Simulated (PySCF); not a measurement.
SMILES [NH2][Cd][Br] (H2BrCdN) at its CAM-B3LYP/def2-SVP optimised geometry (Å):

```
5

Cd     0.0223     0.0649     0.0000
Br     2.4304     0.0649     0.0000
N     -1.9701     0.2196     0.0000
H     -2.4304    -0.2196     0.7955
H     -2.4231    -0.1367    -0.8399
```

Method: CAM-B3LYP/def2-TZVP, def2 effective core potentials past Kr run with PySCF. The core electrons that the potentials of Cd replace are not part of the density. Cells within 0.4 Å of a nucleus heavier than hydrogen are left out (blank, or x).

Map of the Laplacian of the electron density (e/bohr⁵), clipped to [-1.50, 1.50] on the plane z = 0.0 Å:

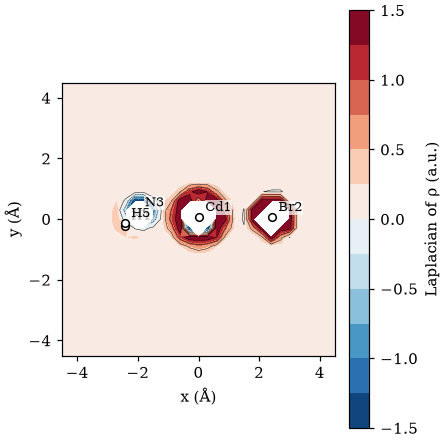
Figure: Laplacian of the electron density (e/bohr⁵), clipped to [-1.50, 1.50] on the plane z = 0.0 Å.
